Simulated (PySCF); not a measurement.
**N2H4: geometry, coupled-cluster ionisations and excitations**

Aim: predict the coupled-cluster ionisations and excitations of N2H4 (`NN`).

The runs use PySCF 2.14.0, with density-fitted response routines of our own; the level of theory stands in each step. All values are computed, except where a source is named. Atoms are numbered from 0 throughout.

## 1. Starting geometry

6 atoms, charge 0, multiplicity 1; geometry from: GFN2-xTB.

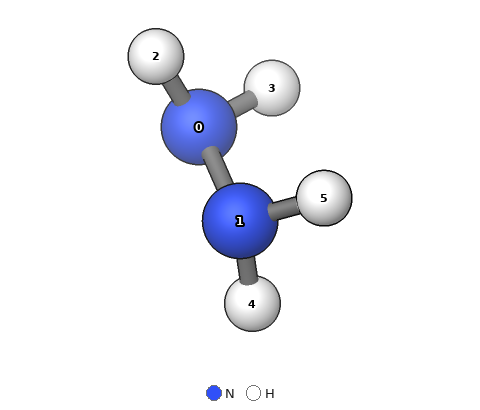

As it starts; nitrogen blue, hydrogen white, atoms numbered.

## 2. Relaxing the molecule at PBE0-D3(BJ)/def2-TZVP

Job settings and geometry (Å):

```
{"job": {"xc": "PBE0", "basis": "def2-TZVP", "d3": "d3bj", "grid": 2, "kind": "geom"}, "charge": 0, "multiplicity": 1}
N     -0.692170    -0.165060     0.061140
N      0.694160     0.165510     0.028640
H     -1.210040     0.689920     0.242700
H     -1.029000    -0.563120    -0.817650
H      1.219790    -0.687720     0.195590
H      0.991500     0.554640    -0.868210
```

Log:

```text
step   0  E = -111.78608685  max force = 0.004244
step   1  E = -111.78640737  max force = 0.001193
step   2  E = -111.78652048  max force = 0.001109
step   3  E = -111.78658445  max force = 0.000452
step   4  E = -111.78658670  max force = 0.000303
optimisation converged
```

Wall time 8.9 s (4 threads of Arm Neoverse N1, shared host).

Step by step:

```
step  energy from step 0 (eV)  largest force component (eV/Å)
   0                   0.0000                          0.2182
   1                  -0.0087                          0.0613
   2                  -0.0118                          0.0570
   3                  -0.0135                          0.0232
   4                  -0.0136                          0.0156
```

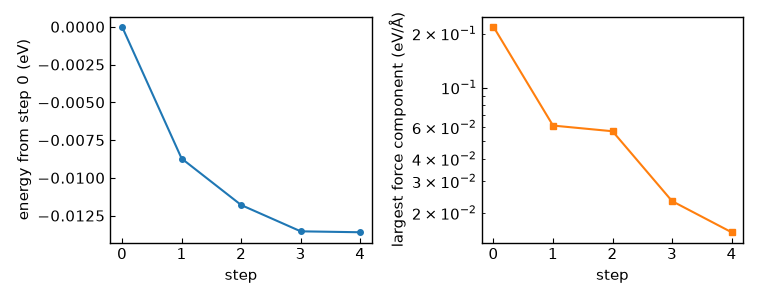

Energy and largest force along the relaxation.

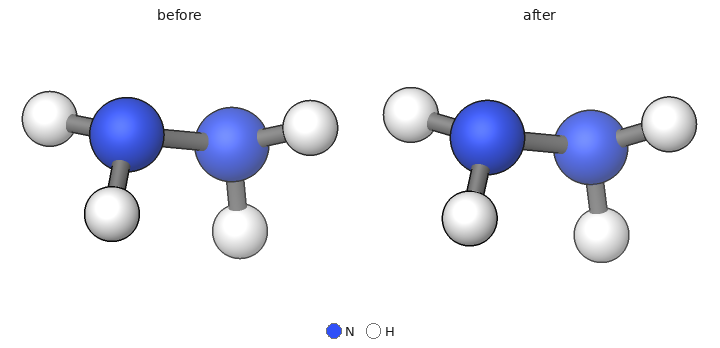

The geometry before (left) and after (right).

Distances of close pairs at the start and the end, largest changes first:

```
 bond  before (Å)  after (Å)  change (Å)
N0–N1       1.426      1.414      -0.011
N0–H3       1.022      1.014      -0.008
N1–H5       1.022      1.014      -0.008
N1–H4       1.016      1.011      -0.005
N0–H2       1.016      1.011      -0.005
```

The final coordinates are the input of the step that follows.

```
                         at the end point                  value
  point group (found at 0.08 Å tolerance)                     C2
rotational constants (GHz, main isotopes)  146.5, 24.796, 24.757
                        dipole moment (D)                   2.01
```

## 3. EOM-CCSD: aug-cc-pVDZ

Job settings and geometry (Å):

```
{"job": {"kind": "eom", "basis": "aug-cc-pVDZ", "nip": 2, "nee": 6}, "charge": 0, "multiplicity": 1}
N     -0.685233    -0.171902     0.042296
N      0.686321     0.172152     0.010330
H     -1.213196     0.651908     0.294750
H     -1.026441    -0.508109    -0.851580
H      1.225088    -0.649215     0.247455
H      0.987701     0.499337    -0.901042
```

Level: EOM-CCSD/aug-cc-pVDZ, vertical, frozen core, gas phase.

Log:

```text
E(HF) = -111.2013588000
E(MP2) = -111.5727993966
E(CCSD) = -111.5959056473
T1 diagnostic = 0.0108

EOM-IP-CCSD (eV)   Koopmans (eV)
   9.9036      11.0725
  10.0161      11.2048

EOM-EE-CCSD singlets (eV): 6.0184 6.0938 6.9507 7.0224 7.4441 7.4446

EOM-EE-CCSD triplets (eV): 5.8030 5.8574 6.7375
```

Wall time 81 s (4 threads of Arm Neoverse N1, shared host).

The ionised states, with their leading hole:

```
  hole  EOM-IP-CCSD (eV)  Koopmans (eV)  difference  one-hole weight
  HOMO              9.90          11.07       -1.17             0.95
HOMO−1             10.02          11.20       -1.19             0.95
```

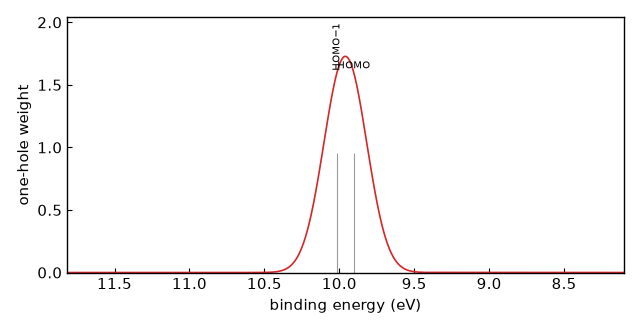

Valence photoelectron lines. Lines are broadened to a width of 0.30 eV (Gaussian).

Excited states (Hartree-Fock orbitals):

```
    state    eV                        main excitations
singlet 1  6.02                          HOMO→LUMO 0.76
singlet 2  6.09                        HOMO−1→LUMO 0.74
singlet 3  6.95      HOMO→LUMO+1 0.72, HOMO→LUMO+7 0.15
singlet 4  7.02  HOMO−1→LUMO+1 0.71, HOMO−1→LUMO+7 0.15
singlet 5  7.44    HOMO→LUMO+3 0.68, HOMO−1→LUMO+2 0.15
singlet 6  7.44    HOMO→LUMO+2 0.63, HOMO−1→LUMO+3 0.20
triplet 1  5.80        HOMO→LUMO 0.69, HOMO→LUMO+5 0.08
triplet 2  5.86    HOMO−1→LUMO 0.66, HOMO−1→LUMO+5 0.09
triplet 3  6.74      HOMO→LUMO+1 0.61, HOMO→LUMO+7 0.17
```

## 4. Results

| quantity | value |
| --- | --- |
| point group | C2 |
| rotational constants (main isotopes) | 146.46, 24.80, 24.76 GHz |
| correlation energy, MP2 and CCSD | -10.11, -10.74 eV |
| T1 diagnostic | 0.0108 |
| first ionisation (EOM-IP-CCSD) | 9.90 eV |
| lowest singlet (EOM-EE-CCSD) | 6.02 eV |

What this shows: Over 4 steps the energy fell by 0.014 eV; of the close pairs, N0–N1 changed most, 1.426 to 1.414 Å. MP2 recovers 94 % of the CCSD correlation energy. For the hole of the first ionisation, Koopmans' theorem lies 1.17 eV above EOM-IP-CCSD.
